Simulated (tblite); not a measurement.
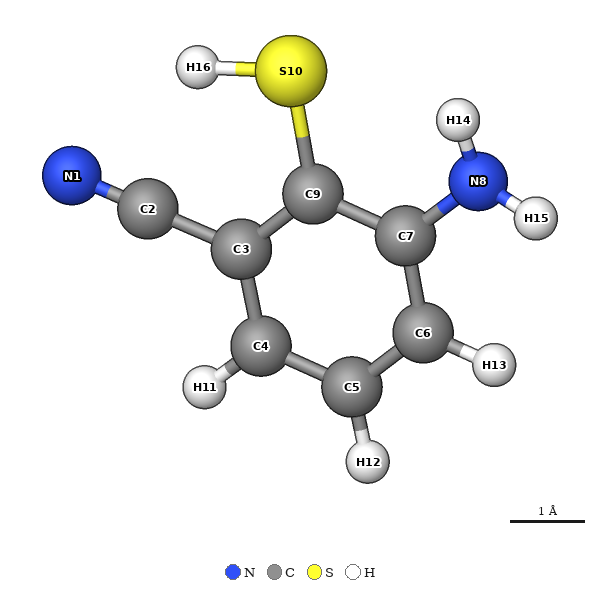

Figure 1. The structure (ball-and-stick view, seen at an oblique angle; atoms are numbered from 1 in the order of the input). Bond lengths as drawn: C–C 1.38 to 1.41 Å, C–H 1.08 Å, C–N 1.15 to 1.37 Å, C–S 1.77 Å, H–N 1.01 Å and H–S 1.33 Å.

## Nudged elastic band of C₇H₆N₂S

System: C₇H₆N₂S, SMILES N#Cc1cccc(N)c1S.
Method: GFN2-xTB climbing-image nudged elastic band, gas phase (tblite 0.8.0).

### Output
```
image   E - E0 / eV
  0       0.0000
  1       0.1080
  2       0.3005
  3       0.3993
  4       0.2736
  5       0.0796
  6       0.0000
```

This output came from the following input.

### The input
```
{"job": {"xc": "GFN2-xTB", "basis": "xTB", "kind": "neb"}, "charge": 0, "multiplicity": 1}
N      3.466339     1.380553     0.351421
C      2.475783     0.827393     0.174045
C      1.255365     0.154507    -0.043047
C      1.275854    -1.066894    -0.722645
C      0.091670    -1.737608    -0.948369
C     -1.106862    -1.205186    -0.508105
C     -1.154782     0.010942     0.174560
N     -2.339260     0.492468     0.664263
C      0.048753     0.697642     0.406661
S     -0.022692     2.247058     1.266799
H      2.219956    -1.464119    -1.061170
H      0.098215    -2.680259    -1.473401
H     -2.032790    -1.731751    -0.687064
H     -2.375518     1.463797     0.926044
H     -3.186339     0.109184     0.281162
H      1.278711     2.511218     1.187436
```

The first line tells a small driver script what to run in tblite; the rest is the geometry in Å.

Run as:
```bash
OMP_NUM_THREADS=1 python <driver script> task.json out
```

### Results in brief

```csv
quantity,value
outcome,converged
forward barrier,0.399 eV
hardware,"1 CPU thread, shared host"
wall time,1.6 s
peak memory,0.19 GiB
```
